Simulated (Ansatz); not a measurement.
CH3NSSi: several calculations on one system

Part 1: Relaxation

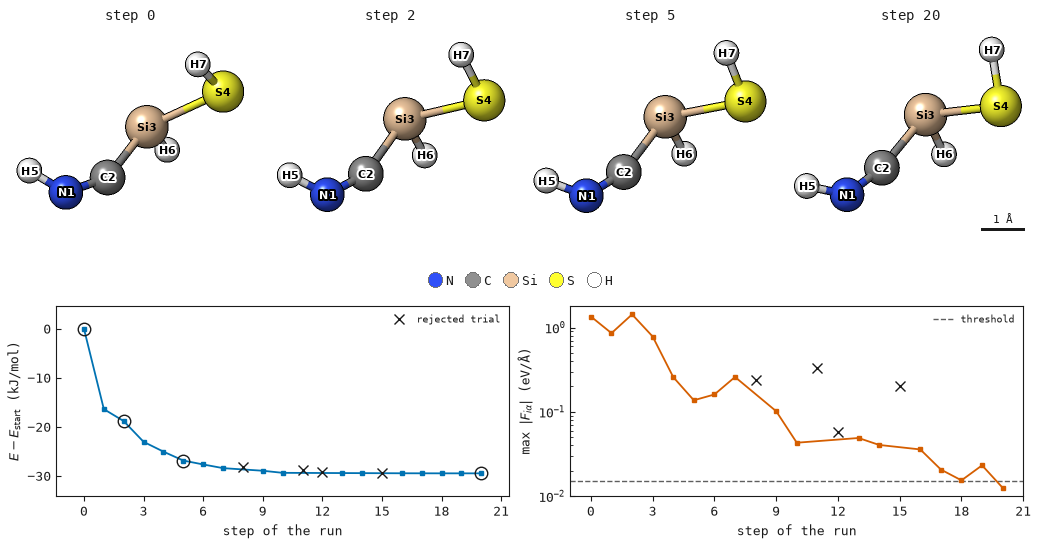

Frames of a relaxation of CH$_{3}$NSSi, marked on the history of the run. A ball-and-stick model, seen from a free direction.

The run prepares an end point of a later path (torsion) calculation, from a guessed geometry.

Level of theory: RKS revPBE/def2-SVP in Ansatz 0.2.0. Settings: no spin polarisation; force threshold 0.015 eV/Å; at most 40 steps.

### What happens along the run?

H7 moves most after the best rigid fit: 0.59 Å. Largest moves by element: H 0.59 Å, S 0.53 Å, Si 0.29 Å, C 0.28 Å, N 0.11 Å. Near-neighbour distances that change, for instance: Si3–H6 1.449 → 1.520 Å, C2–Si3 1.806 → 1.861 Å, Si3–S4 2.153 → 2.204 Å, S4–H7 1.326 → 1.363 Å. Among the angles between lasting bonds that change: C2–Si3–H6 114.0° → 96.9°, N1–C2–Si3 152.6° → 168.9°, C2–Si3–S4 116.4° → 101.4°. Groups turn about Si3–S4 by about 40°. After 16 accepted moves (20 points after the start) the energy has fallen by 29.4 kJ/mol. Largest force component: 1.4 eV/Å at the start, 0.013 eV/Å at the end. The line search rejected the trial steps at points 8, 11, 12, 15 of the run. The run took 32 s on 1 thread of Intel(R) Xeon(R) Platinum 8375C CPU @ 2.90GHz (Ice Lake) (shared host), peak memory 0.15 GiB. From step 0 to 2: S4 moves most (0.28 Å), energy −18.8 kJ/mol. From step 2 to 5: H7 moves most (0.19 Å), energy −8.04 kJ/mol. From step 5 to 20: S4 moves most (0.25 Å), energy −2.61 kJ/mol.

```json
{"step": "0", "E − E(0), kJ/mol": "0.00", "largest force component, eV/Å": "1.3509", "note": ""}
{"step": "1", "E − E(0), kJ/mol": "-16.36", "largest force component, eV/Å": "0.8582", "note": ""}
{"step": "2", "E − E(0), kJ/mol": "-18.80", "largest force component, eV/Å": "1.4315", "note": ""}
{"step": "3", "E − E(0), kJ/mol": "-23.02", "largest force component, eV/Å": "0.7828", "note": ""}
{"step": "4", "E − E(0), kJ/mol": "-25.02", "largest force component, eV/Å": "0.2584", "note": ""}
{"step": "5", "E − E(0), kJ/mol": "-26.84", "largest force component, eV/Å": "0.1373", "note": ""}
{"step": "6", "E − E(0), kJ/mol": "-27.63", "largest force component, eV/Å": "0.1609", "note": ""}
{"step": "7", "E − E(0), kJ/mol": "-28.39", "largest force component, eV/Å": "0.2593", "note": ""}
{"step": "8", "E − E(0), kJ/mol": "-28.25", "largest force component, eV/Å": "0.2382", "note": "rejected"}
{"step": "9", "E − E(0), kJ/mol": "-28.92", "largest force component, eV/Å": "0.1018", "note": ""}
{"step": "10", "E − E(0), kJ/mol": "-29.34", "largest force component, eV/Å": "0.0431", "note": ""}
{"step": "11", "E − E(0), kJ/mol": "-28.85", "largest force component, eV/Å": "0.3346", "note": "rejected"}
{"step": "12", "E − E(0), kJ/mol": "-29.25", "largest force component, eV/Å": "0.0578", "note": "rejected"}
{"step": "13", "E − E(0), kJ/mol": "-29.39", "largest force component, eV/Å": "0.0490", "note": ""}
{"step": "14", "E − E(0), kJ/mol": "-29.40", "largest force component, eV/Å": "0.0405", "note": ""}
{"step": "15", "E − E(0), kJ/mol": "-29.30", "largest force component, eV/Å": "0.2014", "note": "rejected"}
{"step": "16", "E − E(0), kJ/mol": "-29.43", "largest force component, eV/Å": "0.0359", "note": ""}
{"step": "17", "E − E(0), kJ/mol": "-29.44", "largest force component, eV/Å": "0.0207", "note": ""}
{"step": "18", "E − E(0), kJ/mol": "-29.45", "largest force component, eV/Å": "0.0154", "note": ""}
{"step": "19", "E − E(0), kJ/mol": "-29.45", "largest force component, eV/Å": "0.0232", "note": ""}
{"step": "20", "E − E(0), kJ/mol": "-29.45", "largest force component, eV/Å": "0.0126", "note": ""}
```

Part 2: Relaxation

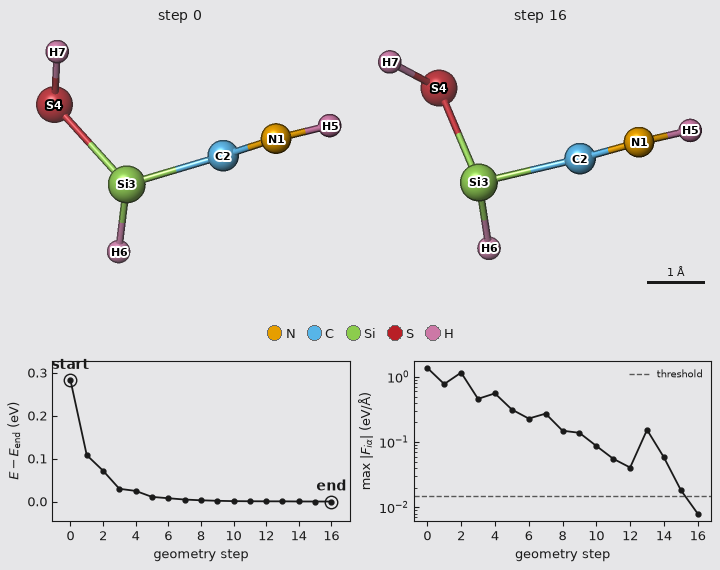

First and last geometry of a relaxation of CH3NSSi, with the history of the run. A ball-and-stick model, seen at a tilt.

The run prepares an end point of a later path (torsion) calculation, from a guessed geometry.

Level of theory: RKS revPBE/def2-SVP in Ansatz 0.2.0.

Input file:
```yaml
crystal:
  periodic: [false, false, false]
  atoms:
    - { symbol: "N", position_ang: [-0.69584, 0.72072, 1.92194] }
    - { symbol: C, position_ang: [-0.18343, 0.70647, 0.82473] }
    - { symbol: Si, position_ang: [0.16006, 1.43041, -0.7933] }
    - { symbol: S, position_ang: [2.20591, 1.9758, -1.18173] }
    - { symbol: H, position_ang: [-0.68109, 0.01362, 2.64973] }
    - { symbol: H, position_ang: [-0.16834, 0.56413, -1.90681] }
    - { symbol: H, position_ang: [2.30499, 2.91281, -0.24859] }
basis:
  gaussian: { orbitals: def2-SVP }
hamiltonian:
  xc: revpbe
relax:
  f_tol: 0.015
  max_steps: 40
```

Launched with:
```bash
ansatz run input.yaml --threads 1 --pin off --max-ram 2048MiB --backend cpu --events-out ev --progress --plain --runs-dir out
```

Q: Did the run converge, and what did it change?

A: It converged. After 16 geometry steps the energy has fallen by 0.283 eV. The largest force component goes from 1.4 to 0.008 eV/Å. The largest moves after the best rigid fit, 0.53 Å, are those of S4 and H7. Largest moves by element: S 0.53 Å, H 0.52 Å, Si 0.24 Å, C 0.14 Å, N 0.09 Å. Among the contacts that change: Si3–H6 1.449 → 1.519 Å, Si3–S4 2.153 → 2.204 Å, C2–Si3 1.806 → 1.856 Å, S4–H7 1.326 → 1.363 Å. Among the angles between lasting bonds that change: C2–Si3–H6 114.0° → 97.0°, C2–Si3–S4 116.4° → 101.0°, N1–C2–Si3 152.6° → 158.9°. Groups turn about Si3–S4 by about 40°. The run took 27 s on 1 thread of Intel(R) Xeon(R) Platinum 8375C CPU @ 2.90GHz (Ice Lake), with other jobs on the host, peak memory 0.15 GiB.

Part 3: Path

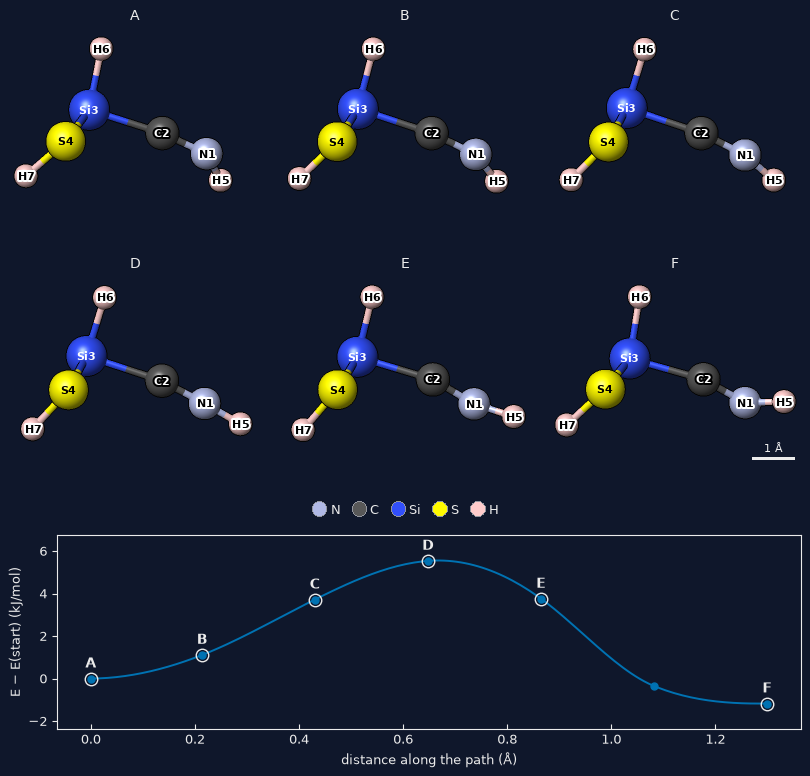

A search for the minimum-energy path of CH3NSSi by the nudged elastic band. Images are numbered from 0 (start) to 6 (end). Frames A to F are images 0, 1, 2, 3, 4, 6. The picture is a ball-and-stick view, seen at a tilt.

Computed with RKS revPBE/def2-SVP (Ansatz).

Input
```yaml
crystal:
  periodic: [false, false, false]
  atoms:
    - { symbol: "N", position_ang: [-0.619496, 0.805552, 1.891965] }
    - { symbol: C, position_ang: [-0.034625, 0.479947, 0.885416] }
    - { symbol: Si, position_ang: [0.906624, -0.335793, -0.497072] }
    - { symbol: S, position_ang: [-0.616154, -0.391745, -2.089355] }
    - { symbol: H, position_ang: [-0.795966, 0.350444, 2.794936] }
    - { symbol: H, position_ang: [1.804367, 0.844716, -0.828754] }
    - { symbol: H, position_ang: [-0.644761, -1.753121, -2.157127] }
basis:
  gaussian: { orbitals: def2-SVP }
hamiltonian:
  xc: revpbe
neb:
  order_check: false
  images: 5
  f_tol: 0.05
  max_iterations: 60
  final_atoms:
    - { symbol: "N", position_ang: [-0.40995385, 0.2528635, 2.09284053] }
    - { symbol: C, position_ang: [0.04343403, 0.2624697, 0.96655539] }
    - { symbol: Si, position_ang: [0.94271242, -0.33377435, -0.5432633] }
    - { symbol: S, position_ang: [-0.69232117, -0.37276169, -2.02035587] }
    - { symbol: H, position_ang: [-0.99148246, 0.96057174, 2.55871238] }
    - { symbol: H, position_ang: [1.71448771, 0.94613112, -0.81549036] }
    - { symbol: H, position_ang: [-0.60688767, -1.71550003, -2.23898977] }
  initial_path:
    images:
      - { positions_ang: [[-0.619496, 0.805552, 1.891965], [-0.034625, 0.479947, 0.885416], [0.906624, -0.335793, -0.497072], [-0.616154, -0.391745, -2.089355], [-0.795966, 0.350444, 2.794936], [1.804367, 0.844716, -0.828754], [-0.644761, -1.753121, -2.157127]] }
      - { positions_ang: [[-0.6851505, 0.65439274, 1.90294033], [-0.1160384, 0.47562011, 0.87221195], [0.87012645, -0.26424554, -0.49121915], [-0.46231477, -0.44796068, -2.17946279], [-0.68930557, 0.43679731, 2.81182183], [1.81660351, 0.83418008, -0.83505548], [-0.73393173, -1.68878403, -2.0812277]] }
      - { positions_ang: [[-0.75080501, 0.50323348, 1.91391565], [-0.19745179, 0.47129323, 0.85900791], [0.8336289, -0.19269808, -0.48536629], [-0.30847553, -0.50417636, -2.26957057], [-0.58264513, 0.52315062, 2.82870765], [1.82884003, 0.82364417, -0.84135695], [-0.82310246, -1.62444706, -2.00532839]] }
      - { positions_ang: [[-0.81645951, 0.35207422, 1.92489098], [-0.27886519, 0.46696634, 0.84580386], [0.79713135, -0.12115061, -0.47951344], [-0.1546363, -0.56039204, -2.35967836], [-0.4759847, 0.60950393, 2.84559348], [1.84107654, 0.81310825, -0.84765843], [-0.91227319, -1.5601101, -1.92942909]] }
      - { positions_ang: [[-0.68095762, 0.31900398, 1.98087416], [-0.17143212, 0.3988008, 0.88605437], [0.84565837, -0.19202519, -0.50076339], [-0.33386459, -0.49784859, -2.24657086], [-0.64781729, 0.72652654, 2.74996645], [1.79888027, 0.8574492, -0.83693574], [-0.81047802, -1.61190674, -2.03261598]] }
      - { positions_ang: [[-0.54545574, 0.28593374, 2.03685734], [-0.06399904, 0.33063525, 0.92630488], [0.89418539, -0.26289977, -0.52201335], [-0.51309288, -0.43530514, -2.13346336], [-0.81964988, 0.84354914, 2.65433941], [1.75668399, 0.90179016, -0.82621305], [-0.70868285, -1.66370339, -2.13580288]] }
      - { positions_ang: [[-0.40995385, 0.2528635, 2.09284053], [0.04343403, 0.2624697, 0.96655539], [0.94271242, -0.33377435, -0.5432633], [-0.69232117, -0.37276169, -2.02035587], [-0.99148246, 0.96057174, 2.55871238], [1.71448771, 0.94613112, -0.81549036], [-0.60688767, -1.71550003, -2.23898977]] }
```

Command:
```bash
ansatz run input.yaml --threads 1 --pin off --max-ram 2048MiB --backend cpu --events-out ev --progress --plain --runs-dir out
```

Question: Read off the barrier and say what moves.

Answer: The motion is an in-plane inversion: the angle C2–N1–H5 opens from 134° to 178° on the way and closes on the other side (129° at the end). No bond forms or breaks between the ends. Bond angles that change up to the highest image, for instance: C2–N1–H5 134.1° → 178.2°, C2–Si3–S4 101.4° → 94.8°. The highest point, image 3, lies 5.5 kJ/mol above the start and 6.7 kJ/mol above the end; the end is at −1.2 kJ/mol relative to the start. The band converged in 23 iterations. The largest component of the band force went from 9.3 to 0.046 eV/Å. The climbing image converged on the top of the path. Its vibrational analysis gives one imaginary mode (297i cm⁻¹), as a transition state must have.

Cost: 2.6 min on 1 thread of Intel(R) Xeon(R) Platinum 8375C CPU @ 2.90GHz (Ice Lake) (shared host), peak memory 0.12 GiB.
